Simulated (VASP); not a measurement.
Band structure of CsCl (CsCl type). All values below come from PBE GGA, VASP's PBE PAW potentials (set 64) (plane waves; VASP).

Unless said otherwise, spin-orbit coupling is left out, though it shifts the bands of the heavy elements here.

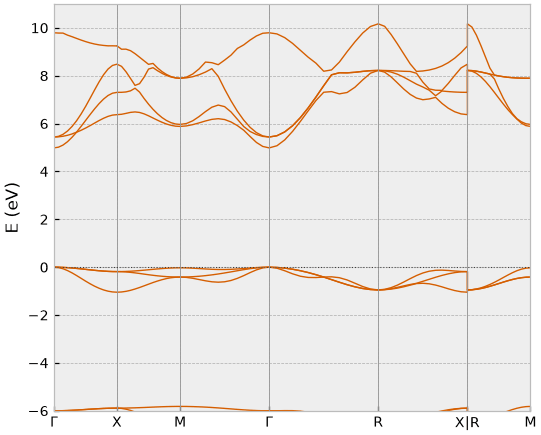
*Bands along high-symmetry lines, zero at the valence-band maximum or, without a gap, the Fermi level*

Task: Read the plot: is there a gap, and where are the band edges?

Result: The gap is direct, 4.99 eV, from the valence maximum at Γ to the conduction minimum at Γ. (Edges off the drawn lines would not show.)

Measured: gap 8.35 eV at 80 K (computed value off by -3.36 eV), as given by Wikipedia, Caesium chloride.

The compound is CsCl in the CsCl type structure. It was relaxed first, which changed the volume by +7 %.
